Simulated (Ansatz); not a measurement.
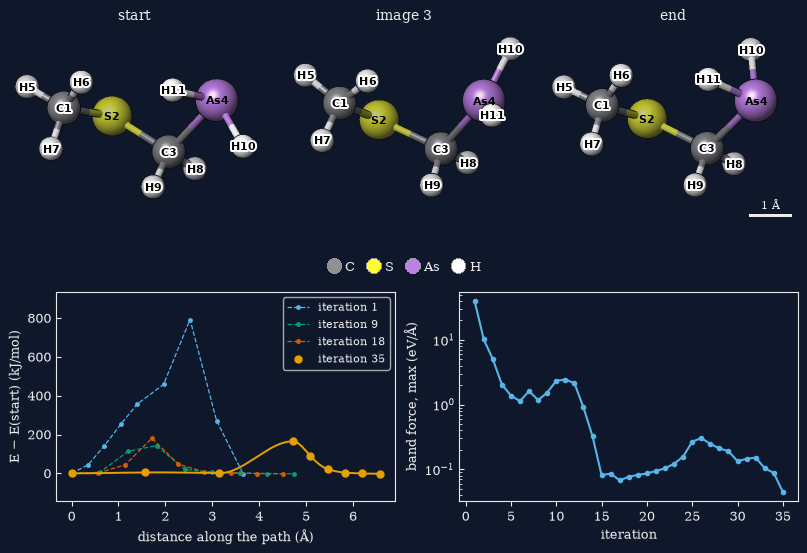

NEB run on C2H7AsS. Images are numbered from 0 (start) to 8 (end). The plot follows the band through its iterations. The picture is a ball-and-stick view, seen from a free direction.

Method: RKS PBE-D4/def2-SVP in Ansatz 0.2.0. Settings: 7 movable images; climbing image; force threshold 0.05 eV/Å; iteration limit 60; starting path through a guess of the saddle point.

> Judge this run.

The run is converged, with reservations. The band converged in 35 iterations. The largest component of the band force went from 40 to 0.045 eV/Å. The climbing image converged on the top of the path. Its vibrational analysis gives one imaginary mode (911i cm⁻¹), as a transition state must have. The first iteration put the highest image at 792.6 kJ/mol. Forward barrier 165.1 kJ/mol, backward barrier 166.9 kJ/mol, with image 3 at the top; the reaction energy is −1.8 kJ/mol.

The run took 7.8 min on 2 threads of Arm Neoverse V2 (shared host), peak memory 0.17 GiB.
